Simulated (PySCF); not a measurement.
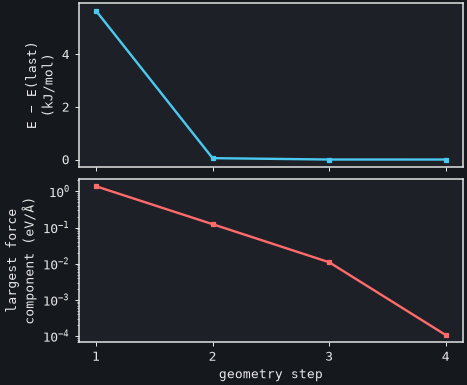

History of a geometry optimisation. The start has point group D∞h, which is kept. A held symmetry can leave a saddle point.

The run: WS2 molecule, by PySCF, RKS-based B3LYP, W def2-SVP with ECP60, S def2-SVP; non-relativistic Hamiltonian with scalar-relativistic core potentials; density fitting.

Q: How did the optimisation end?

A: The optimisation met its thresholds at geometry 4, counting the start as the first. The energy fell by about 5.6 kJ/mol from the first step to the last. The largest force component goes from about 1.4 eV/Å at the start to 1.1 × 10⁻⁴ eV/Å at the end.
